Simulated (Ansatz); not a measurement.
**Two runs on SiH$_{2}$O$_{2}$F**

System: SiH$_{2}$O$_{2}$F, multiplicity 2, SMILES O[Si](O)F.
Method of the first run: UKS PBE0-D4/def2-TZVPP (Ansatz 0.2.0).

The geometry comes from this level: PBE0-D4/def2-TZVP. Text and figures count atoms from 1; the logs count them from 0 in places.

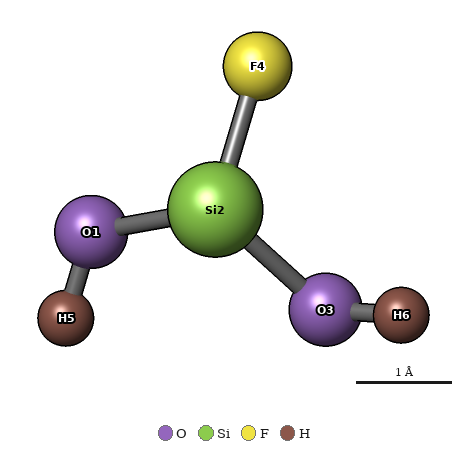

Fig. 1: The structure as given in the input (ball-and-stick view, seen at a tilt; atoms are numbered from 1 in the order of the input).

**Input, the first run**
```yaml
crystal:
  periodic: [false, false, false]
  atoms:
    - {symbol: O, position_ang: [-0.887312, 1.032021, -0.626322]}
    - {symbol: Si, position_ang: [0.382886, 0.026226, -0.446519]}
    - {symbol: O, position_ang: [0.346326, -0.560693, 1.083424]}
    - {symbol: F, position_ang: [0.159445, -1.133927, -1.516285]}
    - {symbol: H, position_ang: [-1.051627, 1.658840, 0.081082]}
    - {symbol: H, position_ang: [1.092282, -1.086566, 1.378520]}
basis:
  gaussian: {orbitals: def2-TZVPP}
magnetization: {spin_polarized: true, initial_magnetization: 1}
hamiltonian: {xc: pbe0, dispersion: d4}
output: {orbitals: {seedname: orbitals}}
```

Hardware: 2 CPU threads, shared host.

**Output (the first run)**
```
Functional definition: PBE0
  parameter a = 0.25
  parameter kappa = 0.804
  parameter beta = 0.06672455060314922
  exchange = (1 - a)*pbe_x(kappa = kappa, mu = beta*pi^2/3) + a*exact_x
  correlation = pbe_c(beta = beta)
867 factors; their error is unknown
mean field evaluation 1: about -14708.3926 eV, gradient 5.4e1 eV
mean field evaluation 2: about -14692.7310 eV, gradient 8.5e1 eV
mean field evaluation 4: about -14717.3335 eV, gradient 3.9e0 eV
mean field evaluation 8: about -14717.3760 eV, gradient 5.2e-2 eV
mean field evaluation 16: about -14717.4138 eV, gradient 4.4e-5 eV
mean field -14717.41377502 eV, -540.8549804105 hartree, gradient 4.4e-5 eV, S^2 0.751599; 0 other end points of the search recorded, 0 dependent functions left out
reference -14717.41380015 eV, -540.8549813342 hartree; 21, 20 occupied and 142, 143 virtual orbitals, 867 factors
Total energy: -14717.49426450 eV, -540.8579383445 hartree
```

The second run used a changed input.

**The two runs side by side**

| quantity | the first run | the second run |
| --- | --- | --- |
| outcome | converged | converged |
| total energy (hartree) | −540.857938 | −540.418038 |
| HOMO (eV) | −6.41 | −6.19 |
| LUMO (eV) | −2.24 | −2.13 |
| ⟨S²⟩ | 0.752 | 0.751 |
| basis functions | 163 | 70 |
| wall time (shared host) | 2.9 s | 1.2 s |

What was changed in the input?

The change (lines with − go, lines with + come):
```diff
-  gaussian: {orbitals: def2-TZVPP}
+  gaussian: {orbitals: def2-SVP}
```

The total energy of the second run is 276.0 kcal/mol higher, which measures the change of basis and not a stability. The HOMO goes from −6.41 to −6.19 eV. The LUMO goes from −2.24 to −2.13 eV. The basis functions go from 163 to 70.

**Output (the second run)**
```
Functional definition: PBE0
  parameter a = 0.25
  parameter kappa = 0.804
  parameter beta = 0.06672455060314922
  exchange = (1 - a)*pbe_x(kappa = kappa, mu = beta*pi^2/3) + a*exact_x
  correlation = pbe_c(beta = beta)
656 factors; integrals over basis functions are off by at most 5.9e-4 eV
mean field evaluation 1: about -14697.7862 eV, gradient 4.7e1 eV
mean field evaluation 2: about -14687.3782 eV, gradient 7.1e1 eV
mean field evaluation 4: about -14705.3478 eV, gradient 2.8e0 eV
mean field evaluation 8: about -14705.4434 eV, gradient 1.3e-1 eV
mean field evaluation 16: about -14705.4435 eV, gradient 5.3e-5 eV
mean field -14705.44347242 eV, -540.4150799038 hartree, gradient 5.5e-5 eV, S^2 0.751454; 0 other end points of the search recorded, 0 dependent functions left out
reference -14705.44349444 eV, -540.4150807130 hartree; 21, 20 occupied and 49, 50 virtual orbitals, 656 factors
Total energy: -14705.52395879 eV, -540.4180377234 hartree
```
